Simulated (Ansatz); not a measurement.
# ZrPbSe3 (model cell, started as cubic perovskite with Zr in the octahedra): a soft mode frozen in, part 2 of 3

Which phase does ZrPbSe3 (model cell, started as cubic perovskite with Zr in the octahedra) fall into along its unstable mode, and how much energy does it gain?

Ansatz 0.2.0; DFT LDA, scalar-relativistic, plane waves, PAW; PAW set soft_1.

So far, highest frequency on the path or at a solved wavevector (cm⁻¹): step 2 (phonons on a q mesh) 292. Also lowest frequency on the path (cm⁻¹): step 2 -125.

The structure was built from a prototype and need not be the compound's stable phase.

**5. Energy along the mode, all amplitudes (two of the runs are shown above)**

An imaginary frequency means negative curvature, so the energy should fall and then rise again as anharmonic terms take over.

Numbers from this step:

| Quantity | Value |
| --- | --- |
| depth at the lowest point sampled | 146.1 meV/atom |
| largest atomic shift at that point | 0.6 Å |

Table of energy from the parent by largest atomic shift:

```csv
largest atomic shift (Å),energy from the parent (meV/atom)
0.000,0
0.040,-1.42
0.080,-5.38
0.140,-15.1
0.220,-33.7
0.320,-62.7
0.450,-104
0.600,-146
```

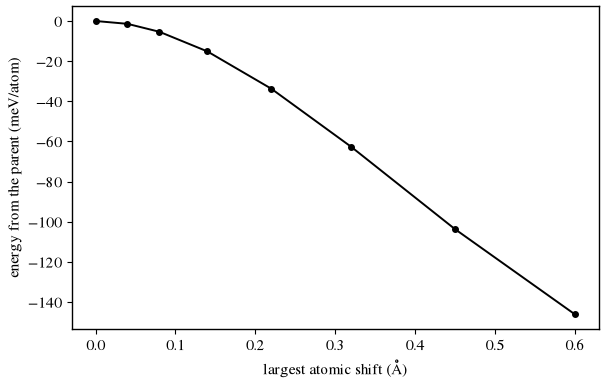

Energy from the parent against largest atomic shift.

Displacement at unit largest shift by atom:

```csv
atom,x (Å),y (Å),z (Å),size
Pb1,0.00,0.00,0.00,0.00
Pb2,0.00,0.00,0.00,0.00
Zr3,0.00,0.00,0.00,0.00
Zr4,0.00,0.00,0.00,0.00
Se5,-1.00,0.00,0.00,1.00
Se6,1.00,0.00,0.00,1.00
Se7,0.00,0.00,0.00,0.00
Se8,0.00,0.00,0.00,0.00
Se9,0.00,0.00,-1.00,1.00
Se10,0.00,0.00,1.00,1.00
```

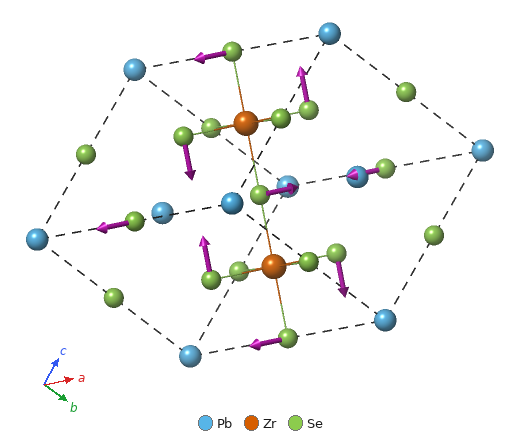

Displacement at unit largest shift as arrows, the longest 1 Å. Some periodic images of atoms are drawn too.

The lowest of the steps tried is the last one, at 0.6 Å, 146 meV/atom below the parent; the bottom of the well need not coincide with a step.

**6. Relaxation from the frozen mode**

Starting from the lowest point found, all atoms and the cell are let go, so that strain and other modes of the same symmetry can join in.

input.yaml reads:

```yaml
crystal:
  lattice:
    - [5.1163184678, 5.1163184678, 0.0]
    - [5.1163184678, 0.0, 5.1163184678]
    - [5.1163184678, 0.0, -5.1163184678]
  atoms:
    - { symbol: Pb, position: [0.0, 0.5, 0.5] }
    - { symbol: Pb, position: [0.0, 0.0, 0.0] }
    - { symbol: Zr, position: [0.5, 0.25, 0.75] }
    - { symbol: Zr, position: [0.5, 0.75, 0.25] }
    - { symbol: Se, position: [0.5, -0.0586359121, 0.9413640879] }
    - { symbol: Se, position: [0.5, 0.5586359121, 0.5586359121] }
    - { symbol: Se, position: [0.0, 0.5, 0.0] }
    - { symbol: Se, position: [0.0, 0.0, 0.5] }
    - { symbol: Se, position: [0.5, 0.4413640879, 0.0586359121] }
    - { symbol: Se, position: [0.5, 0.0586359121, 0.4413640879] }
kpoints:
  mp_grid: { grid: [8, 8, 8] }
hamiltonian:
  xc: lda
  pseudopotentials: { kind: paw, azcp: { folder: soft_1 }, xc_functional: pbe }
scf:
  occupations: { method: methfessel_paxton, width: 0.2 }
output:
  forces: true
  stress: true
  eigenvalues: true
  write_density: true
  write_potential: true
  elf: true
  volumetric_format: npy
relax:
  adjacent_minimum: "off"
  f_tol: 0.002
  max_steps: 120
  cell: { stress_tol: 0.03 }
```

Launch:

```
> ansatz run input.yaml --threads 4 --pin off --max-ram 16384MiB --backend cpu --events-out ev --progress --plain --runs-dir out
```

Numbers of over 12 decimals in the logs are rounded to 6 here.

Log:

```text
[...]
Crystal: 10 atoms, lattice volume = 267.857 Å³
Basis set: ecut = 420 eV, 5209 PW (Γ)
Bands: 89, of which v1, the nominal top of the filled ones, is band 74 counted from 1 (73 counted from 0)
Symmetry: 16 space group operations
[...]
k-points: 59 of 512
[...]
SCF iter   1: F=—  HF=-63678.769810 eV  |F-HF|=—  |Δ(HF+E_count)|=         —  Δρ=6.95e-2  dr2=4.68e1  ethr=3.10e-3  ⟨swp⟩=6.7  Hψ=18645  notcnv=0
[...]
SCF iter  11: F=-63670.887959 eV  HF=-63670.887959 eV  |F-HF|=3.92e-9  |Δ(HF+E_count)|=   3.33e-8  S|Δr|=    0.00e0  Δρ=1.19e-6  dr2=5.12e-9  ethr=6.76e-11  ⟨swp⟩=14.5  Hψ=39471  notcnv=0
SCF 1 converged in 11 iterations: F = -63670.887959 eV  dr2 = 5.12e-9
[...]
relax step   1: F+E_penalty+E_count = -63670.88795904 eV  Δ(F+E_penalty+E_count) = +0.000e0 eV  max|allowed force component| = 6.026e-1 eV/Å  Δτ_max = 0.0000 Å  P = -1.815 GPa  Ω = 267.857 Å³  (11 SCF iters, dr2 threshold 1.00e-7 eV, accepted)
Crystal: 10 atoms, lattice volume = 257.171 Å³
Basis set: ecut = 420 eV, 5021 PW (Γ)
[...]
SCF iter   7: F=-63671.347190 eV  HF=-63671.347191 eV  |F-HF|=3.57e-7  |Δ(HF+E_count)|=   1.07e-6  S|Δr|=    0.00e0  Δρ=1.31e-5  dr2=7.41e-7  ethr=6.76e-10  ⟨swp⟩=11.1  Hψ=47589  notcnv=0
SCF 2 converged in 7 iterations: F = -63671.347190 eV  dr2 = 7.41e-7
[...]
relax step   2: F+E_penalty+E_count = -63671.34719035 eV  Δ(F+E_penalty+E_count) = -4.592e-1 eV  max|allowed force component| = 2.226e-1 eV/Å  Δτ_max = 0.1950 Å  P = -0.110 GPa  Ω = 257.171 Å³  energy of the carried Pulay correction = +1.205e-3 eV  (7 SCF iters, dr2 threshold 1.00e-6 eV, accepted)
Crystal: 10 atoms, lattice volume = 255.262 Å³
Basis set: ecut = 420 eV, 4941 PW (Γ)
[...]
SCF iter   7: F=-63671.385254 eV  HF=-63671.385254 eV  |F-HF|=6.81e-8  |Δ(HF+E_count)|=   1.37e-7  S|Δr|=    0.00e0  Δρ=7.74e-6  dr2=1.25e-7  ethr=6.76e-10  ⟨swp⟩=12.1  Hψ=51358  notcnv=0
SCF 3 converged in 7 iterations: F = -63671.385254 eV  dr2 = 1.25e-7
relax step   3: F+E_penalty+E_count = -63671.38525427 eV  Δ(F+E_penalty+E_count) = -3.806e-2 eV  max|allowed force component| = 3.518e-1 eV/Å  Δτ_max = 0.1545 Å  P = -0.721 GPa  Ω = 255.262 Å³  energy of the carried Pulay correction = +1.426e-3 eV  (7 SCF iters, dr2 threshold 1.00e-6 eV, accepted)
[...]
relax step   4: F+E_penalty+E_count = -63671.42964047 eV  Δ(F+E_penalty+E_count) = -4.439e-2 eV  max|allowed force component| = 2.510e-2 eV/Å  Δτ_max = 0.0714 Å  P = +0.151 GPa  Ω = 253.584 Å³  energy of the carried Pulay correction = +1.621e-3 eV  (6 SCF iters, dr2 threshold 1.00e-6 eV, accepted)
[...]
relax step   5: F+E_penalty+E_count = -63671.43024912 eV  Δ(F+E_penalty+E_count) = -6.087e-4 eV  max|allowed force component| = 1.354e-3 eV/Å  Δτ_max = 0.0056 Å  P = -0.011 GPa  Ω = 253.967 Å³  energy of the carried Pulay correction = +1.576e-3 eV  (5 SCF iters, dr2 threshold 1.67e-7 eV, accepted)
[...]
relax step   6: F+E_penalty+E_count = -63671.42874108 eV  Δ(F+E_penalty+E_count) = +1.508e-3 eV  max|allowed force component| = 1.403e-3 eV/Å  Δτ_max = 0.0000 Å  P = -0.013 GPa  Ω = 253.967 Å³  stress off target by 3.04e-2 GPa  SCF on the basis re-selected at this cell (its energy is not comparable with the rows above)  (7 SCF iters)
[...]
relax step   7: F+E_penalty+E_count = -63671.42877682 eV  Δ(F+E_penalty+E_count) = -3.574e-5 eV  max|allowed force component| = 9.992e-4 eV/Å  Δτ_max = 0.0011 Å  P = -0.000 GPa  Ω = 253.889 Å³  energy of the carried Pulay correction = +9.426e-6 eV  (5 SCF iters, dr2 threshold 2.31e-9 eV, accepted)
[...]
SCF iter   4: F=-63671.428764 eV  HF=-63671.428764 eV  |F-HF|=1.46e-11  |Δ(HF+E_count)|=  1.16e-10  S|Δr|=    0.00e0  Δρ=8.33e-8  dr2=1.11e-11  ethr=1.00e-12  ⟨swp⟩=8.0  Hψ=28338  notcnv=0
SCF 8 converged in 4 iterations: F = -63671.428764 eV  dr2 = 1.11e-11
relax step   8: F+E_penalty+E_count = -63671.42876383 eV  Δ(F+E_penalty+E_count) = +1.299e-5 eV  max|allowed force component| = 9.962e-4 eV/Å  Δτ_max = 0.0000 Å  P = -0.000 GPa  Ω = 253.889 Å³  stress off target by 7.25e-3 GPa  SCF on the basis re-selected at this cell (its energy is not comparable with the rows above)  (4 SCF iters)
[...]
SCF converged after 4 iterations
[...]
Free energy (F): -63671.428764 eV
[...]
Internal energy: -63671.436152 eV  (E = F + TS)
E sigma→0 (E₀):  -63671.430611 eV
Entropy (-TS):   0.007388 eV (0.739 meV/atom)
Fermi energy:    9.639928 eV
[...]
--- Forces (eV/Å), atoms counted from 1 ---
  atom   1  Pb     0.00000000     0.00000000     0.00000000
  atom   2  Pb     0.00000000     0.00000000     0.00000000
  atom   3  Zr     0.00000000     0.00000000     0.00000000
  atom   4  Zr     0.00000000     0.00000000    -0.00000000
  atom   5  Se     0.00099624     0.00000000     0.00000000
  atom   6  Se    -0.00099624     0.00000000     0.00000000
  atom   7  Se     0.00000000     0.00000000     0.00000000
  atom   8  Se     0.00000000     0.00000000     0.00000000
  atom   9  Se     0.00000000     0.00000000     0.00099624
  atom  10  Se     0.00000000     0.00000000    -0.00099624
  max |Σ_I F_I| component: 1.73e-18 eV/Å
--- Stress (GPa, compression-positive) ---
       -0.004093       0.000000       0.000000
        0.000000       0.007253       0.000000
        0.000000       0.000000      -0.004093
  P = ⅓ Tr σ = -0.0003 GPa (-0.003 kbar)
--- Band table (eV; the first three rows and the last of 59) ---
  k-point 0: bands = [... 70 lower, 8.7160, 8.7160, 9.3532, 9.3532, 10.0692, 10.0692, 10.1029, 10.5283, ... 11 higher]
  k-point 1: bands = [... 70 lower, 8.8468, 8.8528, 8.9695, 9.1786, 10.0833, 10.1273, 10.3850, 10.7487, ... 11 higher]
  k-point 2: bands = [... 70 lower, 8.4008, 8.6978, 8.8410, 8.9125, 10.2186, 10.3222, 10.7747, 10.8970, ... 11 higher]
  k-point 58: bands = [... 70 lower, 7.0871, 8.3980, 9.3682, 9.3682, 10.1065, 10.7606, 10.8567, 10.8567, ... 11 higher]
--- Relaxed structure (6 steps of the walk, 6 accepted, 2 SCFs on fresh bases) ---
  F+E_penalty+E_count = -63671.42876383 eV   max|allowed force component| = 9.962e-4 eV/Å   (the final SCF, on the basis selected at the relaxed cell)
  cell:  # Å, volume = 253.8886 Å³
    - [4.922179, 5.239603, 0.0]
    - [4.922179, 0, 4.922179]
    - [4.922179, 0, -4.922179]
  atoms:
    - { symbol: Pb, position: [0, 0.5, 0.5] }
    - { symbol: Pb, position: [0, -8.200940644969481e-19, -5.488484824411098e-19] }
    - { symbol: Zr, position: [0.5, 0.250000, 0.75] }
    - { symbol: Zr, position: [0.5, 0.75, 0.250000] }
    - { symbol: Se, position: [0.5, -0.086482, 0.913518] }
    - { symbol: Se, position: [0.5, 0.586482, 0.586482] }
    - { symbol: Se, position: [0, 0.5, 0.0] }
    - { symbol: Se, position: [0, 0.0, 0.5] }
    - { symbol: Se, position: [0.5, 0.413518, 0.086482] }
    - { symbol: Se, position: [0.5, 0.086482, 0.413518] }
```

It took 4.3 min on 4 threads of Arm Neoverse V1, shared host; peak memory 1.5 GiB.

Step by step:

```csv
step,energy less that of the first step (eV),largest force component (eV/Å),pressure (GPa),volume (Å³)
1,0.0000,0.6026,-1.82,267.86
2,-0.4592,0.2226,-0.11,257.17
3,-0.4973,0.3518,-0.72,255.26
4,-0.5417,0.0251,0.15,253.58
5,-0.5423,0.0014,-0.01,253.97
6*,-0.5408,0.0014,-0.01,253.97
7,-0.5408,0.0010,0.00,253.89
8*,-0.5408,0.0010,0.00,253.89
```

Relaxation steps marked * repeat the geometry before them on a plane-wave basis chosen anew for their cell, so energy and pressure can jump there.

The run keeps the 16 symmetry operations that it works with, so distortions that break them were not tested.

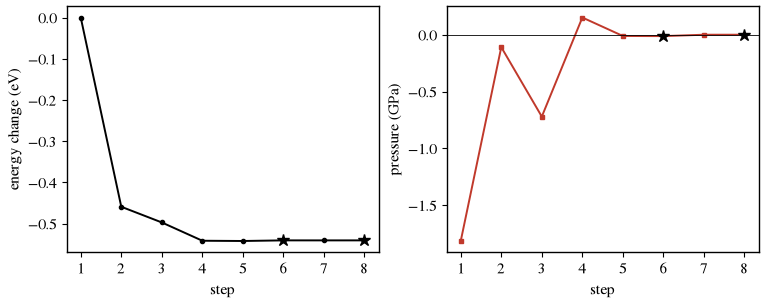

Energy and pressure along the relaxation. Stars mark steps on a basis chosen anew.

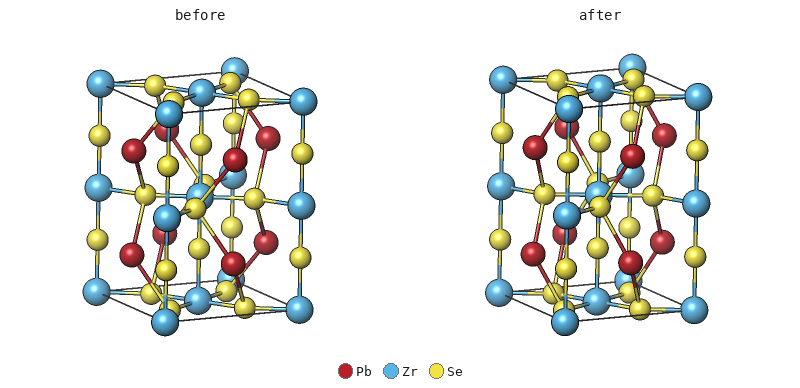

Before and after, at one scale.

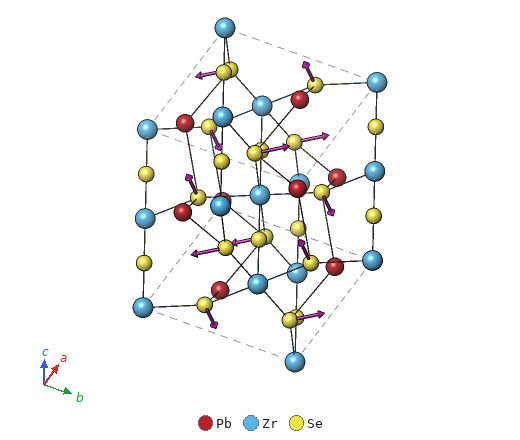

Displacements in the relaxation, exaggerated, measured against the changing cell; the longest in the cell stands for 0.27 Å. Some periodic images of atoms are drawn too.

```csv
"conventional cell, symmetrised",before,after,change
a (Å),7.236,6.961,-3.8 %
b (Å),7.236,6.961,-3.8 %
c (Å),10.233,10.479,+2.4 %
volume (Å³/atom),26.79,25.39,-5.2 %
```

The atoms that moved most (Å, as changes of fractional coordinates times the final cell):

```csv
atom,dx,dy,dz,length
Se10,0.000,0.000,0.274,0.274
Se9,0.000,0.000,-0.274,0.274
Se5,-0.274,0.000,0.000,0.274
Se6,0.274,0.000,0.000,0.274
```

This step gave:

* pressure: -3.11e-4 GPa
* volume per atom: 25.39 Å³
* gap on the k-mesh: 0.3086 eV

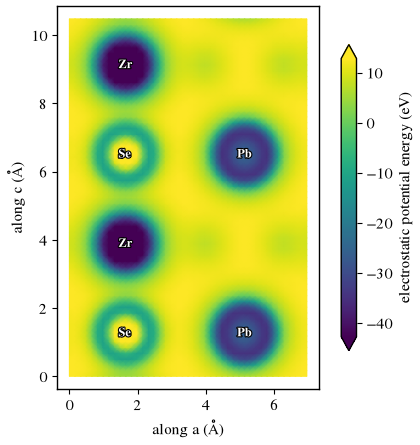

Electrostatic potential energy in the ac plane of the conventional cell at fractional y = 0.000, with atoms of Pb and Zr and Se within 0.2 Å of it. With pseudopotentials it is smooth inside the atoms' cores, unlike the true potential. The map starts off the cell's origin, so that atoms lie inside it.

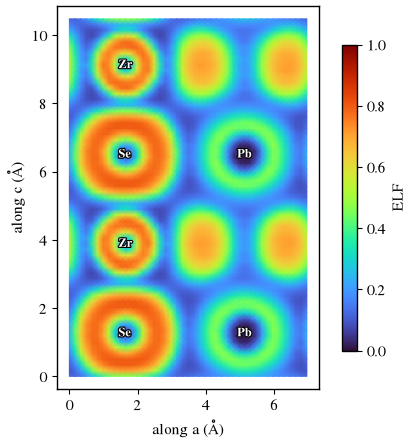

ELF in the ac plane of the conventional cell at fractional y = 0.000, with atoms of Pb and Zr and Se within 0.2 Å of it. It is the smooth field of the valence electrons, not physical close to the nuclei. The map starts off the cell's origin, so that atoms lie inside it.

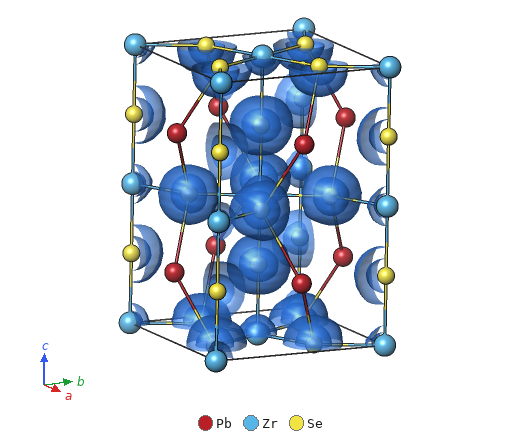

Surface of ELF = 0.73.

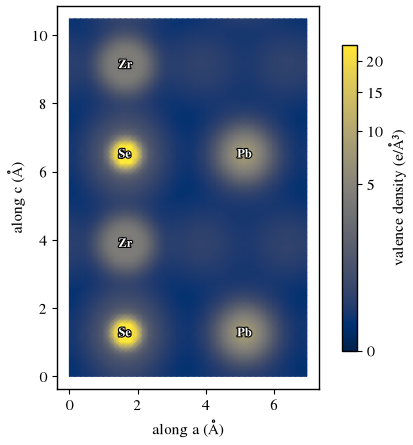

Valence density in the ac plane of the conventional cell at fractional y = 0.000, with atoms of Pb and Zr and Se within 0.2 Å of it. It is the smooth field of the valence electrons, not physical close to the nuclei. The map starts off the cell's origin, so that atoms lie inside it. The colour scale is stretched toward low values.

The distorted start has space group I4/mcm; the relaxation ends in I4/mcm.

**7. The new phase in its own primitive cell**

The relaxed structure is symmetrised, reduced to its primitive cell and relaxed tightly, as its phonons need.

input.yaml reads:

```yaml
crystal:
  lattice:
    - [-3.4805063659, 3.4805063659, 5.2396027498]
    - [3.4805063659, -3.4805063659, 5.2396027498]
    - [3.4805063659, 3.4805063659, -5.2396027498]
  atoms:
    - { symbol: Pb, position: [0.25, 0.75, 0.5] }
    - { symbol: Pb, position: [0.75, 0.25, 0.5] }
    - { symbol: Zr, position: [0.0, 0.0, 0.0] }
    - { symbol: Zr, position: [0.5, 0.5, 0.0] }
    - { symbol: Se, position: [0.8364816477, 0.3364816477, 0.1729632954] }
    - { symbol: Se, position: [0.1635183523, 0.6635183523, 0.8270367046] }
    - { symbol: Se, position: [0.75, 0.75, 0.0] }
    - { symbol: Se, position: [0.25, 0.25, 0.0] }
    - { symbol: Se, position: [0.6635183523, 0.8364816477, 0.5] }
    - { symbol: Se, position: [0.3364816477, 0.1635183523, 0.5] }
kpoints:
  mp_grid: { grid: [6, 6, 6] }
hamiltonian:
  xc: lda
  pseudopotentials: { kind: paw, azcp: { folder: soft_1 }, xc_functional: pbe }
scf:
  occupations: { method: fixed }
output:
  forces: true
  stress: true
  eigenvalues: true
relax:
  adjacent_minimum: "off"
  f_tol: 0.001
  max_steps: 60
  cell: { stress_tol: 0.01 }
```

Log:

```text
[...]
Crystal: 10 atoms, lattice volume = 253.889 Å³
Basis set: ecut = 420 eV, 4917 PW (Γ)
Bands: 89, of which v1, the nominal top of the filled ones, is band 74 counted from 1 (73 counted from 0)
Symmetry: 16 space group operations
[...]
k-points: 30 of 216
[...]
- { symbol: Pb, position: [0.75, 0.25, 0.5] }
    - { symbol: Zr, position: [0, 0, 0] }
    - { symbol: Zr, position: [0.5, 0.5, 0] }
    - { symbol: Se, position: [0.836509, 0.336509, 0.173018] }
    - { symbol: Se, position: [0.163491, 0.663491, 0.826982] }
    - { symbol: Se, position: [0.750000, 0.750000, 0] }
    - { symbol: Se, position: [0.25, 0.25, 0] }
    - { symbol: Se, position: [0.663491, 0.836509, 0.5] }
    - { symbol: Se, position: [0.336509, 0.163491, 0.5] }
[key lines of the parts left out:]
SCF converged after 4 iterations
Free energy (F): -63671.429561 eV
Fermi energy:    9.367433 eV
P = ⅓ Tr σ = -0.0012 GPa (-0.012 kbar)
```

The job ended after 56 s (4 threads; peak memory 1.1 GiB).

Little changed from the start: no atom moved by 0.005 Å and no cell edge by 0.1 %.

This step gave:

| Item | Value |
| --- | --- |
| pressure | -0.001219 GPa |
| gap on the k-mesh | 0.3078 eV |
| direct gap on mesh | 0.6580 eV |

The largest force component left is 0.082 meV/Å and the pressure is -0.001 GPa, within the tolerances set. The cell now holds 25.39 Å³/atom.

[end of part 2 of 3]

[Logs are printed without paths, hosts, clocks, repeated set-up lines and the standing remarks that a program may print on its own settings, such as how far it seeks lower states.]

[Hosts, paths, dates, database ids (printed as entryN), source tags and the programs' standing remarks are cut or masked in the printed files.]
